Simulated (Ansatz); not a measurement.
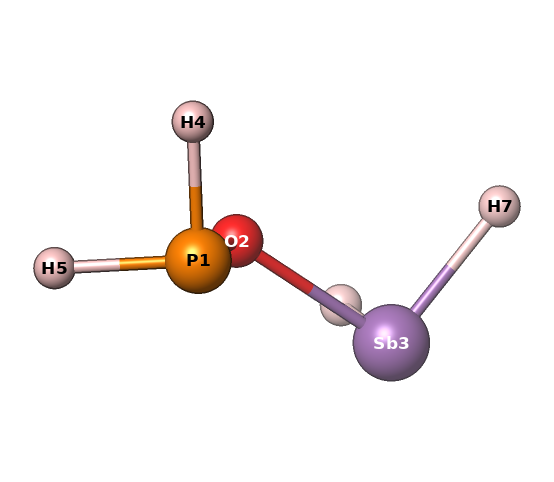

O2 lies behind P1. The molecule seen a little off the P1–O2 bond, P1 in front. Depth is shown by fading: the farther an atom, the more it takes the colour of the background. The geometry was computed by an optimisation with PBE0-D4/def2-TZVP.

Q: What is the torsion angle H4–P1–O2–Sb3? The sign is positive where the front bond must turn clockwise to cover the back bond.

A: 129°, anticlinal.
